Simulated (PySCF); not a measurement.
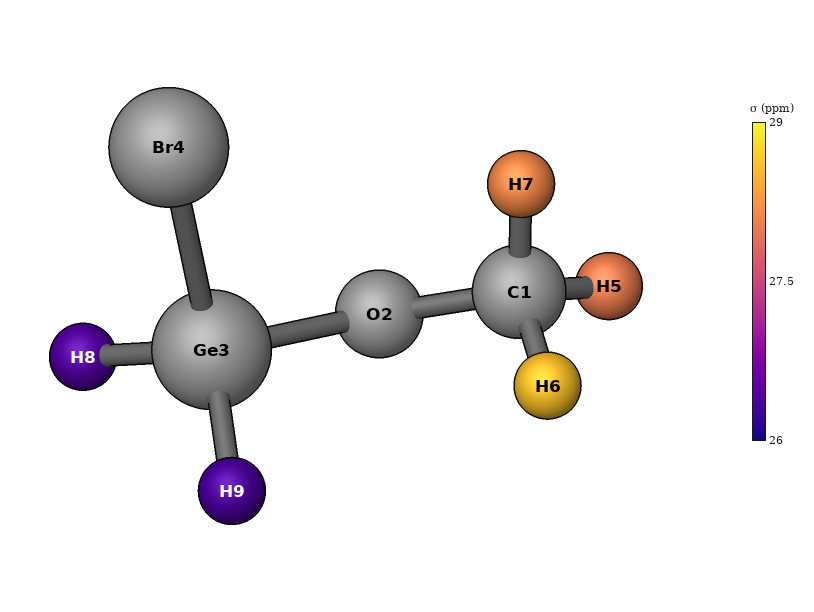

Atoms are coloured by their isotropic NMR shieldings (H only, the others grey). The geometry was computed by an optimisation with PBE0-D3(BJ)/def2-SVP. No frequency run is at hand to confirm it as a minimum. Level of theory: GIAO HF/pcSseg-2 NMR shielding, non-relativistic, gas phase (PySCF 2.14.0).

Give the isotropic NMR shieldings of the H atoms atom by atom.

| atom | σ (ppm) |
| --- | --- |
| H5 | 28.06 |
| H6 | 28.62 |
| H7 | 28.15 |
| H8 | 26.43 |
| H9 | 26.39 |
